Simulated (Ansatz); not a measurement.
**BClFH···F (doublet): density, localisation and related maps**

Input file:

```
crystal:
  periodic: [false, false, false]
  atoms:
    - { symbol: B, position_ang: [0.0, 0.0, 0.0] }
    - { symbol: H, position_ang: [0.0, 0.0, 1.44] }
    - { symbol: Cl, position_ang: [1.6108, 0.0, -0.93] }
    - { symbol: F, position_ang: [-1.1431, 0.0, -0.66] }
    - { symbol: F, position_ang: [0.0, 0.0, 2.66] }
magnetization:
  spin_polarized: true
  initial_magnetization: 1
basis:
  gaussian: { orbitals: "6-31G*" }
hamiltonian:
  xc: hf
relax:
  f_tol: 0.15
  max_steps: 25
  restrain:
    - { distance: [1, 4], at: 2.12, k: 30.0 }
    - { distance: [0, 1], at: 1.19, k: 30.0 }
output:
  orbitals: {}
```

Command:

```sh
ansatz run input.yaml --threads 1 --pin off --max-ram 2048MiB --backend cpu --events-out ev --progress --plain --runs-dir out
```

The fields are those of the run's last geometry, not of the input's.

Level of theory: UHF/6-31G* in Ansatz 0.2.0.

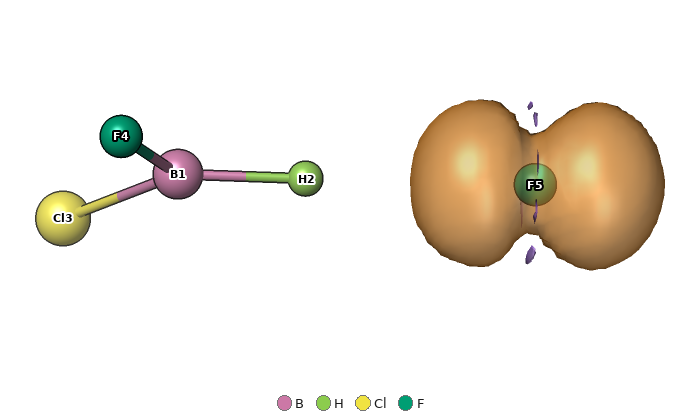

Figure 1. Isosurfaces of the spin density at +0.03 (orange) and −0.03 e/Å³ (purple), seen from one side.

### Which atoms carry the spin?

The unpaired spin (1 electron) lies mostly on F5 (about 1.0), in electrons by Hirshfeld's partition.

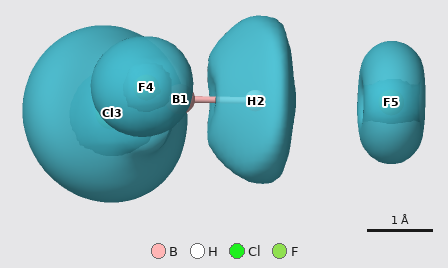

Figure 2. Isosurface of the ELF at 0.75 (cyan), seen from one side. Only the valence region is drawn (cores and ρ < 0.01 e/Å³ removed).

### Where are the electrons localised?

The ELF exceeds this value in one region around a hydrogen nucleus, one region on Cl in which the atom's valence shell and bonds are merged, one region on F in which the atom's valence shell and bonds are merged and one region wrapped around F (its valence shell).


F5···H2 (2.13 Å): the ELF dips to about 0 between them. B–F (1.30 Å): the ELF peaks at about 0.85 between the atoms (a polar covalent bond).

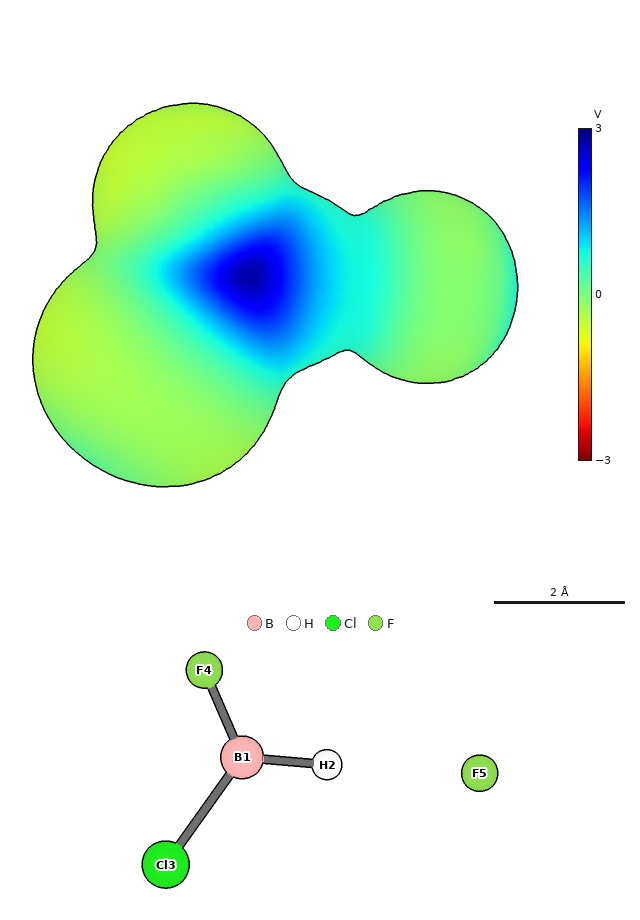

Figure 3. The electrostatic potential painted on the density surface at 0.002 e/bohr³, seen at a tilt; the colour scale runs from red (negative) to blue (positive). The bare structure is drawn below in the same view.

### Describe the electrostatic potential map.

The most negative region (about −0.5 V) lies over F4, the most positive (about +2.6 V) over B1. Cl3 shows a σ-hole: about +0.2 V at the tip opposite its bond, against about −0.2 V on its flanks.
